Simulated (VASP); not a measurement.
Band structure of Os (space group Fm-3m). Level of theory: r2SCAN meta-GGA, VASP's PBE PAW potentials (set 64) (plane waves; VASP 6.6.1).

Unless said otherwise, spin-orbit coupling is left out, though it shifts the bands of the heavy elements here.

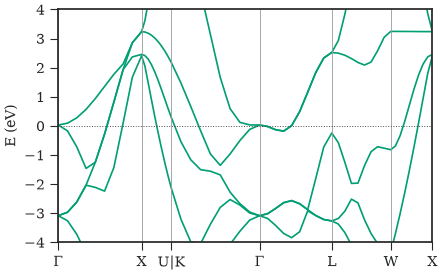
Fig. 1. Bands along high-symmetry lines, zero at the valence-band maximum or, without a gap, the Fermi level

Q: Read the plot: is there a gap, and where are the band edges?

A: It has no gap at this level: it comes out as a metal or semimetal.

The structure comes from a measured Os entry (Fm-3m) of the Crystallography Open Database, whose conditions weren't checked. It was relaxed first.
